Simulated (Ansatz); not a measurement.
# Si3C (ordered alloy on diamond lattice): the dielectric function from several functionals

How does Si3C (ordered alloy on diamond lattice) absorb light if electrons and holes don't interact? Plan: optics with PBE on 6×6×6; optics with r2SCAN on 6×6×6.

Program: Ansatz 0.2.0. Level of theory: plane waves, PAW; no local fields, no excitons. These are calculated values, not measurements.

1 further run of the same task is left out (it didn't finish).

## (1) The structure to begin with

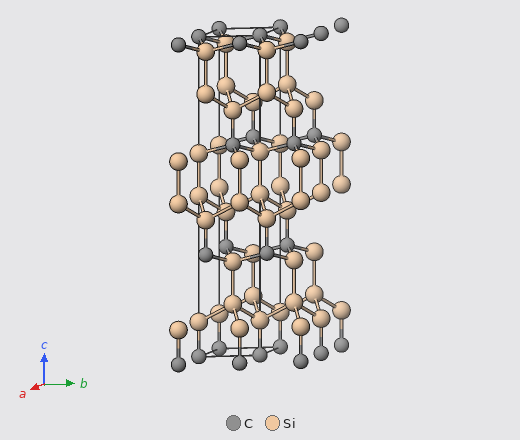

Start, viewed slightly off an axis; carbon grey, silicon light orange. 2×2×1 cells are drawn. Atoms on the faces are drawn again on the opposite ones. The cell drawn here is the conventional one.

Structure file:

```
C Si
1.0
     1.69861    0.98069    5.87092
    -1.69861    0.98069    5.87092
     0.00000   -1.96139    5.87092
C Si
1 3
Direct
  0.99897 0.99897 0.99897
  0.49662 0.49662 0.49662
  0.36388 0.36388 0.36388
  0.89053 0.89053 0.89053
```

Cell and atoms come from an earlier r2SCAN relaxation.

## (2) Optics, PBE

File input.yaml:

```yaml
crystal:
  lattice:
    - [1.6986113246, 0.9806937055, 5.8709154094]
    - [-1.6986113246, 0.9806937055, 5.8709154094]
    - [0.0, -1.961387411, 5.8709154094]
  atoms:
    - { symbol: C, position: [0.9989692349, -0.0010307651, -0.0010307651] }
    - { symbol: Si, position: [0.4966196746, 0.4966196746, 0.4966196746] }
    - { symbol: Si, position: [0.3638779033, 0.3638779033, 0.3638779033] }
    - { symbol: Si, position: [0.8905331871, 0.8905331871, 0.8905331871] }
kpoints:
  mp_grid: { grid: [6, 6, 6] }
hamiltonian:
  xc: pbe
scf:
  occupations: { method: fermi_dirac, width: 0.02 }
output:
  optics:
    e_range: [0, 12]
    de: 0.05
    sigma: 0.1
    bands: { spectra_wanted_up_to: 12 }
```

On the command line:

```bash
$ ansatz run input.yaml --threads 4 --pin off --max-ram 3686MiB --backend cpu --events-out ev --progress --plain --runs-dir out
```

Standard output:

```text
Warning: RAYON_NUM_THREADS=4 ignored (pool sized by the plan → 4); use --threads N
basis.fft_grid_basis auto: the FFT boxes are laid along the combinations [[1, 0, -1], [0, 1, -1], [0, 0, 1]] of the cell's own vectors, 3.397, 3.397 and 6.190 Å long. The dense box has 24×24×45 points. Along the cell's own vectors, as sized, it would have 45×45×45, 3.52 times as many. Of the 6 symmetry operations that the crystal satisfies within crystal.symmetry.tolerance (time reversal apart; of a slab, those that keep its plane) the dense box along the cell's own vectors carries 6, and the one as laid loses 4 of those. basis.fft_grid_basis: typed keeps the cell's own vectors: state it where this run's energies or levels are differenced outside the engine with another run's, or held beside a run that keeps those vectors.
Engine: ansatz 0.2.0, aarch64-unknown-linux-gnu
Pseudopotentials: kind: paw
Pseudopotential: C, paw, valence charge 4, recommended cutoff 420 eV (normal), C.paw.azcp
Pseudopotential: Si, paw, valence charge 4, recommended cutoff 420 eV (normal), Si.paw.azcp
Functional definition: PBE
  parameter kappa = 0.804
  parameter beta = 0.06672455060314922
  exchange = pbe_x(kappa = kappa, mu = beta*pi^2/3)
  correlation = pbe_c(beta = beta)
Crystal: 4 atoms, lattice volume = 58.679 Å³
Basis set: ecut = 420 eV, 1147 PW (Γ), FFT grids on a1−a3, a2−a3, a3
Bands: 12, of which v1, the nominal top of the filled ones, is band 8 counted from 1 (7 counted from 0)
Symmetry: 6 space group operations
Space group: R3m (ITA 160), of the structure as read, at distance tolerance 3.9e-5 Å
k-points: 32 of 216 (time reversal used)
Non-local potential: C, projectors of the file, l = 0: 2, l = 1: 2, l = 2: 1
Non-local potential: Si, projectors of the file, l = 0: 2, l = 1: 2, l = 2: 2
PAW form: soft (Blöchl's): semilocal exchange-correlation on the pseudo side does not see the compensation charge
PAW one-centre angular grid: C, 110 points (default); XC on 64 Gauss nodes
PAW one-centre angular grid: Si, 110 points (default); XC on 64 Gauss nodes
Initial density: superposition of atomic densities (neutral atoms: chi_scale 0, normalization atom), corrected by the library's trained network
Initial wavefunctions: pseudopotential atomic-orbital guess
Functional: x = pbe(κ = 0.804, μ = 0.2195149727645171), c = pbe(β = 0.06672455060314922)
SCF iter   1: F=—  HF=-2157.098250 eV  |F-HF|=—  |Δ(HF+E_count)|=         —  Δρ=4.39e-3  dr2=2.73e-2  ethr=1.77e-3  ⟨swp⟩=6.4  Hψ=2804  notcnv=0
preconditioner: auto → none  [insulator: Δε(μ)=0.107 eV  Ē_g=9.213 eV  σ=0.020 eV  W_gap=0.56  n_scr=10 (ndim 8)  ℏωp=19.4 eV  f_vac=0.000  D(μ)=0.93/eV (n_scr^D=2)  ε∞_Penn≈5.4]
SCF iter   2: F=—  HF=-2157.092850 eV  |F-HF|=—  |Δ(HF+E_count)|=   5.40e-3  Δρ=1.15e-3  dr2=7.28e-4  ethr=1.71e-4  ⟨swp⟩=2.3  Hψ=797  notcnv=0  defer=3
SCF iter   3: F=—  HF=-2157.092969 eV  |F-HF|=—  |Δ(HF+E_count)|=   1.19e-4  Δρ=5.19e-4  dr2=1.76e-4  ethr=4.55e-6  ⟨swp⟩=2.2  Hψ=549  notcnv=0  defer=3
SCF iter   4: F=—  HF=-2157.093032 eV  |F-HF|=—  |Δ(HF+E_count)|=   6.35e-5  Δρ=2.53e-4  dr2=7.42e-5  ethr=1.10e-6  ⟨swp⟩=2.1  Hψ=552  notcnv=0  defer=3
SCF iter   5: F=—  HF=-2157.093034 eV  |F-HF|=—  |Δ(HF+E_count)|=   1.61e-6  Δρ=5.15e-5  dr2=1.13e-6  ethr=4.63e-7  ⟨swp⟩=2.1  Hψ=510  notcnv=0  defer=3
SCF iter   6: F=—  HF=-2157.093038 eV  |F-HF|=—  |Δ(HF+E_count)|=   3.48e-6  Δρ=7.83e-6  dr2=3.08e-8  ethr=7.08e-9  ⟨swp⟩=2.1  Hψ=604  notcnv=0  defer=3
SCF iter   7: F=—  HF=-2157.093038 eV  |F-HF|=—  |Δ(HF+E_count)|=   1.27e-8  Δρ=1.29e-6  dr2=1.06e-9  ethr=1.92e-10  ⟨swp⟩=2.4  Hψ=635  notcnv=0  defer=3
SCF iter   8: F=—  HF=-2157.093038 eV  |F-HF|=—  |Δ(HF+E_count)|=  6.78e-10  Δρ=3.14e-7  dr2=5.31e-11  ethr=6.63e-12  ⟨swp⟩=2.0  Hψ=604  notcnv=0  defer=3
SCF iter   9: F=-2157.093038 eV  HF=-2157.093038 eV  |F-HF|=1.36e-12  |Δ(HF+E_count)|=  2.91e-11  Δρ=5.89e-8  dr2=1.52e-12  ethr=1.00e-12  ⟨swp⟩=3.2  Hψ=891  notcnv=0
SCF 1 converged in 9 iterations: F = -2157.093038 eV  dr2 = 1.52e-12
NSCF: frozen V_eff on 32 k-points
Optics k sum: 0 of 32 k-points
[...]
output.optics: what the bands over the 27 summed would add to eps1, eps2 and the energy-loss function is held between a lower and an upper bound (7 Lanczos steps). eps1, eps2 and their loss function (loss_summed_bands) are given on every row as the summed bands alone make them. Along an axis, on a row where the two bounds hold the loss function to about 1 % of the greater of itself and 0.5 % of |1/eps|, its cell (loss_completed) is given, with the completed eps1 and eps2 that it is formed of (a cell that is left empty reads nan in the table and null in the record). The two bounds hold it so along every axis on all 240 rows up to 12.000 eV. The run works to bound the rows up to 12.000 eV and no higher ones: a peak of the loss function over that energy may be left empty with no warning. To have the run work for it, set output.optics.bands.spectra_wanted_up_to to a higher energy. perfect_screening_sum, loss_f_sum_n_eff and, beside carriers, perfect_screening_limit are those of loss_summed_bands: over the bounded function the two sums would run over rows that are not all bounded, and lack what the bands left out lay past the top of the energy grid. Bounded is said of the bands left out alone, which are those that the basis at basis.ecutwfc holds: it says nothing of that cutoff, of the k-point mesh, of what the sum inside its cells errs by (eps2_relative_error), of the factors of all_electron_strengths, nor of how far the SCF is converged. The bands left out are taken at the k-points, and what their mean over the points' cells stands off that by is in neither bound: the run's estimate of it, which the test of a row counts in, is 0.07 % of |eps| at the most among the values given; where the mean stood off by over 0.5 % the points' spread read 0.1 to 3 times that
SCF converged after 9 iterations
Free energy (F): -2157.093038 eV
Harris-Foulkes:  -2157.093038 eV  (|F-HF|=1.36e-12)
Internal energy: -2157.091359 eV  (E = F + TS)
E sigma→0 (E₀):  -2157.092198 eV
Entropy (-TS):   -0.001679 eV (-0.420 meV/atom)
Fermi energy:    8.831357 eV
--- Per-component energies (eV) ---
  E_band       = 35.747846
  E_kinetic    = 212.600754
  E_local      = -175.140088  (includes V_loc(G=0)·N_el)
  E_nonlocal   = 104.139782
  E_hartree    = 54.745180
  E_xc         = -214.980908
  E_vxc        = -201.685254  (∫ρ·V_xc dr)
  E_paw        = -1637.320848  (= ΣΔE_a)
  E_vpaw       = -13.657721  (= ΣTr[D̂ρ^β])
  E_aug_tail   = 0.000024  (compensation charges beyond the density's cutoff)
  E_ewald      = -501.135255
  E_smearing   = -0.001679  (= −TS)
  E_closure    = 0.000000  (closes the sum)
  Σ components = -2157.093038   (vs F -2157.093038, Δ=0.00e0)
--- Band table (eV; the first three rows and the last of 32) ---
  k-point 0: bands = ["-6.3330", "-2.8343", "-0.2785", "5.7179", "5.7179", "7.1634", "8.9335", "9.5771", "9.5771", "11.3715", "12.1548", "12.1548"]
  k-point 1: bands = ["-5.9562", "-2.4767", "0.0801", "3.9238", "5.2938", "6.7122", "7.2410", "8.5923", "10.0059", "11.1196", "12.2104", "12.7216"]
  k-point 2: bands = ["-4.9220", "-1.5459", "0.4158", "2.2606", "3.9033", "4.6362", "5.6253", "7.5058", "9.8284", "10.6814", "12.1583", "13.0754"]
  k-point 31: bands = ["-6.0733", "-3.9274", "2.5210", "3.6359", "5.7301", "5.7301", "9.2975", "9.2975", "9.8942", "11.4720", "12.5975", "12.5975"]
```

Wall time 21 s (4 threads of Arm Neoverse V2, shared host); peak memory 0.61 GiB.

optics.tsv begins:

```
# eps2_relative_error = 0.0022
# drude_weight_relative_error = 0.0500
# drude_damping_ev = 0e0
# drude_plasma_energy_squared_ev2(xx yy zz xy xz yz) = 17.011264 17.011264 10.582165 0.000000 0.000000 0.000000
# drude_plasma_energy_ev(xx yy zz) = 4.124471 4.124471 3.253024
# f_sum_n_eff(xx yy zz) = 13.344804 13.344804 13.401372 of n_electrons = 16.000000
# n_bands = 27
# n_bands_set_by = photon_energy
# valid_up_to_ev = 13.621044
```

The dielectric function from optics.tsv (yy equals xx), one row in 8 (narrow peaks fall between the rows):

```csv
E (eV),ε₂ xx,ε₂ zz,ε₁ xx,ε₁ zz
0.05,0.01,0.00,-6778.60,-4219.70
0.45,19.18,0.46,-58.41,-38.69
0.85,8.09,0.37,-17.26,-0.69
1.25,8.14,7.74,3.95,10.71
1.65,5.81,1.16,3.52,7.92
2.05,4.18,1.63,6.93,11.83
2.45,4.58,3.55,8.75,14.82
2.85,4.50,7.58,12.53,16.00
3.25,9.09,8.56,15.21,15.77
3.65,14.85,12.59,13.69,16.73
4.05,16.78,15.27,8.06,16.93
4.45,17.05,31.63,8.24,14.02
4.85,21.04,27.69,1.11,0.04
5.25,17.14,21.75,-4.87,-9.74
5.65,12.59,12.09,-4.06,-9.35
6.05,12.33,10.49,-4.78,-6.98
6.45,9.68,8.15,-6.04,-7.13
6.85,7.98,6.50,-5.90,-6.04
7.25,6.08,5.37,-5.75,-5.78
7.65,4.73,4.19,-5.12,-5.01
8.05,4.25,3.75,-4.93,-4.63
8.45,3.21,3.12,-4.30,-4.18
8.85,2.73,2.77,-3.90,-3.86
9.25,2.27,2.09,-3.47,-3.62
9.65,1.90,1.60,-3.07,-3.09
10.05,1.64,1.32,-2.72,-2.71
10.45,1.48,1.21,-2.39,-2.21
10.85,1.33,1.06,-2.18,-1.92
11.25,1.22,1.11,-1.96,-1.63
11.65,1.07,1.02,-1.81,-1.52
```

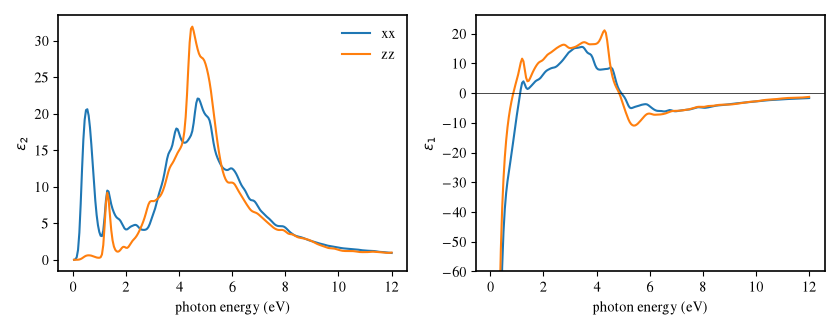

Imaginary (left) and real part (right) of the dielectric function. The free carriers drive ε₁ far below the frame at low energy.

Tallest peaks of ε₂ (mean of the periodic axes): 13.9 at 0.55 eV, 16.8 at 3.95 eV, 24.3 at 4.70 eV.

## (3) Optics, r2SCAN

input.yaml: that of step 2 with these lines changed.

```diff
@@ -13,3 +13,3 @@
 hamiltonian:
-  xc: pbe
+  xc: r2scan
 scf:
@@ -22 +22,5 @@
     bands: { spectra_wanted_up_to: 12 }
+  write_density: true
+  write_potential: true
+  elf: true
+  volumetric_format: npy
```

On the command line:

```bash
$ ansatz run input.yaml --threads 4 --pin off --max-ram 3686MiB --backend cpu --events-out ev --progress --plain --runs-dir out
```

Standard output:

```text
Warning: RAYON_NUM_THREADS=4 ignored (pool sized by the plan → 4); use --threads N
basis.fft_grid_basis auto: the FFT boxes are laid along the combinations [[1, -1, 0], [0, 1, 0], [0, -1, 1]] of the cell's own vectors, 3.397, 6.190 and 3.397 Å long. The dense box has 25×48×25 points. Along the cell's own vectors, as sized, it would have 48×48×48, 3.69 times as many. Of the 6 symmetry operations that the crystal satisfies within crystal.symmetry.tolerance (time reversal apart; of a slab, those that keep its plane) the dense box along the cell's own vectors carries 6, and the one as laid loses 4 of those. basis.fft_grid_basis: typed keeps the cell's own vectors: state it where this run's energies or levels are differenced outside the engine with another run's, or held beside a run that keeps those vectors. Those combinations have planes normal to reciprocal vector 3, as the cell's own vectors have. Each planar average written beside output.write_density, output.write_potential has a row for each plane of the box: 25. The volumetric files lie along those combinations, not along the cell's own vectors: a cube or XSF file states them, and fields.json those of NumPy files.
[... 2 set-up lines as earlier in the session ...]
Pseudopotential: C, paw, valence charge 4, recommended cutoff 500 eV (meta_gga), C.paw.azcp
Pseudopotential: Si, paw, valence charge 4, recommended cutoff 500 eV (meta_gga), Si.paw.azcp
Functional definition: r2SCAN
  parameter k0 = 0.174
  parameter k1 = 0.065
  parameter a1 = 4.9479
  exchange = r2scan_x(k0 = k0, k1 = k1, a1 = a1)
  correlation = r2scan_c
Crystal: 4 atoms, lattice volume = 58.679 Å³
Basis set: ecut = 500 eV, 1491 PW (Γ), FFT grids on a1−a2, a2, −a2+a3, exchange–correlation on 100×192×100 points (64 copies of the dense FFT grid, shifted against one another)
Bands: 12, of which v1, the nominal top of the filled ones, is band 8 counted from 1 (7 counted from 0)
[... 2 set-up lines as earlier in the session ...]
k-points: 32 of 216 (time reversal used)
[... 3 set-up lines as earlier in the session ...]
PAW frozen core: C, regenerated for the run's functional (the file was generated under x = pbe(κ = 0.804, μ = 0.2195149727645171), c = pbe(β = 0.06672455060314922))
PAW frozen core: Si, regenerated for the run's functional (the file was generated under x = pbe(κ = 0.804, μ = 0.2195149727645171), c = pbe(β = 0.06672455060314922))
PAW one-centre angular grid: C, 302 points (default); XC on 239 of its mesh's 2573 points in the sphere
PAW one-centre angular grid: Si, 302 points (default); XC on 160 Gauss nodes
[... 2 set-up lines as earlier in the session ...]
Functional: x = r2scan, c = r2scan; τ floored in thin density (d = 2e-4 eV/Å³)
SCF iter   1: F=—  HF=-2167.588318 eV  |F-HF|=—  |Δ(HF+E_count)|=         —  Δρ=6.04e-3  dr2=3.01e-2  dr2_τ=1.17e-1  ethr=1.77e-3  ⟨swp⟩=6.7  Hψ=2893  notcnv=0
preconditioner: auto → none  [insulator: Δε(μ)=0.216 eV  Ē_g=9.863 eV  σ=0.020 eV  W_gap=0.51  n_scr=10 (ndim 8)  ℏωp=19.4 eV  f_vac=0.000  D(μ)=0.72/eV (n_scr^D=2)  ε∞_Penn≈4.9]
SCF iter   2: F=—  HF=-2167.635432 eV  |F-HF|=—  |Δ(HF+E_count)|=   4.71e-2  Δρ=3.57e-3  dr2=1.07e-2  dr2_τ=6.74e-4  ethr=1.88e-4  ⟨swp⟩=3.5  Hψ=1077  notcnv=0  defer=1
SCF iter   3: F=—  HF=-2167.633598 eV  |F-HF|=—  |Δ(HF+E_count)|=   1.83e-3  Δρ=2.05e-3  dr2=1.57e-3  dr2_τ=6.07e-5  ethr=6.68e-5  ⟨swp⟩=3.0  Hψ=723  notcnv=0  defer=1
SCF iter   4: F=—  HF=-2167.633715 eV  |F-HF|=—  |Δ(HF+E_count)|=   1.17e-4  Δρ=4.62e-4  dr2=3.12e-4  dr2_τ=9.51e-6  ethr=9.82e-6  ⟨swp⟩=2.6  Hψ=612  notcnv=0  defer=1
SCF iter   5: F=—  HF=-2167.633662 eV  |F-HF|=—  |Δ(HF+E_count)|=   5.25e-5  Δρ=1.31e-4  dr2=3.24e-5  dr2_τ=4.42e-7  ethr=1.95e-6  ⟨swp⟩=2.0  Hψ=528  notcnv=0  defer=1
SCF iter   6: F=—  HF=-2167.633657 eV  |F-HF|=—  |Δ(HF+E_count)|=   5.07e-6  Δρ=5.24e-5  dr2=1.82e-6  dr2_τ=1.92e-8  ethr=2.02e-7  ⟨swp⟩=2.3  Hψ=510  notcnv=0  defer=1
SCF iter   7: F=—  HF=-2167.633661 eV  |F-HF|=—  |Δ(HF+E_count)|=   3.48e-6  Δρ=1.66e-5  dr2=1.06e-7  dr2_τ=6.31e-9  ethr=1.14e-8  ⟨swp⟩=2.5  Hψ=601  notcnv=0  defer=1
SCF iter   8: F=—  HF=-2167.633661 eV  |F-HF|=—  |Δ(HF+E_count)|=   9.60e-8  Δρ=2.39e-6  dr2=1.99e-9  dr2_τ=5.45e-11  ethr=6.60e-10  ⟨swp⟩=2.5  Hψ=649  notcnv=0  defer=1
SCF iter   9: F=—  HF=-2167.633661 eV  |F-HF|=—  |Δ(HF+E_count)|=   2.42e-9  Δρ=3.59e-7  dr2=4.47e-11  dr2_τ=9.05e-13  ethr=1.25e-11  ⟨swp⟩=2.0  Hψ=631  notcnv=0  defer=1
SCF iter  10: F=-2167.633661 eV  HF=-2167.633661 eV  |F-HF|=0.00e0  |Δ(HF+E_count)|=  3.55e-11  Δρ=4.63e-8  dr2=7.34e-13  dr2_τ=3.52e-14  ethr=1.00e-12  ⟨swp⟩=3.2  Hψ=925  notcnv=0
the search or the solves at the SCF's close seem to have found levels that the self-consistency loop had missed (the run counts 1). By its estimate they hold under 1e-12 electrons; where the run keeps them, the occupations were computed again with them
SCF 1 converged in 10 iterations: F = -2167.633661 eV  dr2 = 7.34e-13
NSCF: frozen V_eff on 32 k-points
Optics k sum: 0 of 32 k-points
[...]
output.optics: what the bands over the 27 summed would add to eps1, eps2 and the energy-loss function is held between a lower and an upper bound (8 Lanczos steps). eps1, eps2 and their loss function (loss_summed_bands) are given on every row as the summed bands alone make them. Along an axis, on a row where the two bounds hold the loss function to about 1 % of the greater of itself and 0.5 % of |1/eps|, its cell (loss_completed) is given, with the completed eps1 and eps2 that it is formed of (a cell that is left empty reads nan in the table and null in the record). The two bounds hold it so along every axis on all 240 rows up to 12.000 eV. The run works to bound the rows up to 12.000 eV and no higher ones: a peak of the loss function over that energy may be left empty with no warning. To have the run work for it, set output.optics.bands.spectra_wanted_up_to to a higher energy. perfect_screening_sum, loss_f_sum_n_eff and, beside carriers, perfect_screening_limit are those of loss_summed_bands: over the bounded function the two sums would run over rows that are not all bounded, and lack what the bands left out lay past the top of the energy grid. Bounded is said of the bands left out alone, which are those that the basis at basis.ecutwfc holds: it says nothing of that cutoff, of the k-point mesh, of what the sum inside its cells errs by (eps2_relative_error), of the factors of all_electron_strengths, nor of how far the SCF is converged. The bands left out are taken at the k-points, and what their mean over the points' cells stands off that by is in neither bound: the run's estimate of it, which the test of a row counts in, is 0.09 % of |eps| at the most among the values given; where the mean stood off by over 0.5 % the points' spread read 0.1 to 3 times that
SCF converged after 10 iterations
Free energy (F): -2167.633661 eV
Harris-Foulkes:  -2167.633661 eV  (|F-HF|=0.00e0)
Internal energy: -2167.632821 eV  (E = F + TS)
E sigma→0 (E₀):  -2167.633241 eV
Entropy (-TS):   -0.000840 eV (-0.210 meV/atom)
Fermi energy:    8.956242 eV
--- Per-component energies (eV) ---
  E_band       = 30.246186
  E_kinetic    = 213.036527
  E_local      = -172.833184  (includes V_loc(G=0)·N_el)
  E_nonlocal   = 100.769509
  E_hartree    = 55.106113
  E_xc         = -203.342385
  E_vxc        = -216.825840  (∫ρ·V_xc dr)
  E_paw        = -1658.980089  (= ΣΔE_a)
  E_vpaw       = -13.614119  (= ΣTr[D̂ρ^β])
  E_aug_tail   = 0.000016  (compensation charges beyond the density's cutoff)
  E_vtau       = 9.501047  (kinetic-family band-sum trace: ∫τ·v_τ [+ j·A + Jᵃ·Aᵃ] dr)
  E_ewald      = -501.135255
  E_core_change = -0.254073  (= ΣΔE_core)
  E_smearing   = -0.000840  (= −TS)
  E_closure    = 0.000000  (closes the sum)
  Σ components = -2167.633661   (vs F -2167.633661, Δ=0.00e0)
--- Band table (eV; the first three rows and the last of 32) ---
  k-point 0: bands = ["-7.1864", "-3.4396", "-0.6922", "5.5263", "5.5263", "7.0559", "9.1036", "9.6269", "9.6269", "11.5950", "12.3900", "12.3900"]
  k-point 1: bands = ["-6.7981", "-3.0614", "-0.3217", "3.6725", "5.0816", "6.5841", "7.1907", "8.5783", "10.2108", "11.3544", "12.5363", "13.0542"]
  k-point 2: bands = ["-5.7425", "-2.0778", "0.0194", "1.9563", "3.6861", "4.3906", "5.4544", "7.4242", "10.0434", "10.9081", "12.4989", "13.4552"]
  k-point 31: bands = ["-6.9366", "-4.5390", "2.1950", "3.4074", "5.5397", "5.5397", "9.3318", "9.3318", "10.1465", "11.7256", "12.8529", "12.8529"]
```

It took 35 s on 4 threads of Arm Neoverse V2, shared host; peak memory 0.72 GiB.

From the head of optics.tsv:

```
# eps2_relative_error = 0.0014
# drude_weight_relative_error = 0.0500
# drude_damping_ev = 0e0
# drude_plasma_energy_squared_ev2(xx yy zz xy xz yz) = 15.279478 15.279478 9.347472 -0.000000 0.000000 0.000000
# drude_plasma_energy_ev(xx yy zz) = 3.908897 3.908897 3.057363
# f_sum_n_eff(xx yy zz) = 14.092542 14.092542 14.156792 of n_electrons = 16.000000
# n_bands = 27
# n_bands_set_by = photon_energy
# valid_up_to_ev = 15.044367
```

The dielectric function from optics.tsv (yy equals xx), one row in 15 (narrow peaks fall between the rows):

```
E (eV)  ε₂ xx  ε₂ zz     ε₁ xx     ε₁ zz
  0.05   0.06   0.00  -6085.90  -3727.40
  0.80   7.35   0.31    -19.46     -2.89
  1.55   5.55   2.72      3.16      4.75
  2.30   3.69   1.34      8.06     11.63
  3.05   3.60   5.52     10.49     15.04
  3.80  11.49   9.09     15.49     15.44
  4.55  14.51  14.59      7.53     17.08
  5.30  18.86  26.55      0.99     -0.03
  6.05  12.00  12.08     -3.47     -8.90
  6.80   9.87   8.39     -5.31     -6.47
  7.55   6.60   5.85     -5.49     -5.41
  8.30   4.50   3.92     -4.43     -4.28
  9.05   3.11   2.99     -3.91     -3.75
  9.80   2.25   2.08     -3.26     -3.39
 10.55   1.70   1.44     -2.61     -2.57
 11.30   1.42   1.15     -2.11     -1.94
```

Tallest peaks of ε₂ (mean of the periodic axes): 14.0 at 0.45 eV, 15.5 at 4.30 eV, 22.6 at 5.05 eV.

## (4) The levels side by side

| level | mesh | tallest peak of ε₂ | time |
| --- | --- | --- | --- |
| PBE | 6×6×6 | 24.3 at 4.70 eV | 21 s |
| r2SCAN | 6×6×6 | 22.6 at 5.05 eV | 35 s |

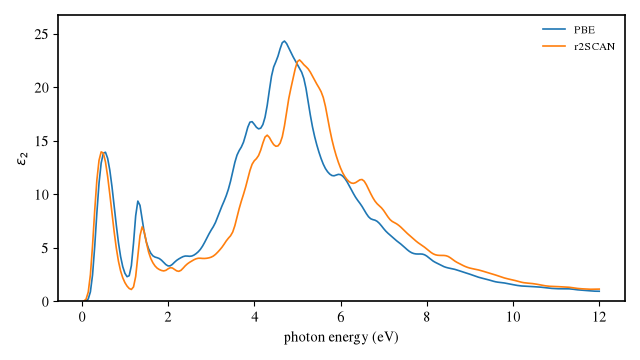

ε₂ by level, mean of the periodic axes.

## (5) Outcome

| quantity | value |
| --- | --- |
| tallest peak of ε₂, PBE | 24.3 at 4.70 eV |
| tallest peak of ε₂, r2SCAN | 22.6 at 5.05 eV |

**Reading.** The bands overlap (by 1.3 to 1.4 eV on the mesh), so no ε∞ is quoted there; free carriers add a Drude term, which without damping shows in ε₁ alone. For such bands the peaks and the Drude weight on a 6×6×6 mesh aren't converged.
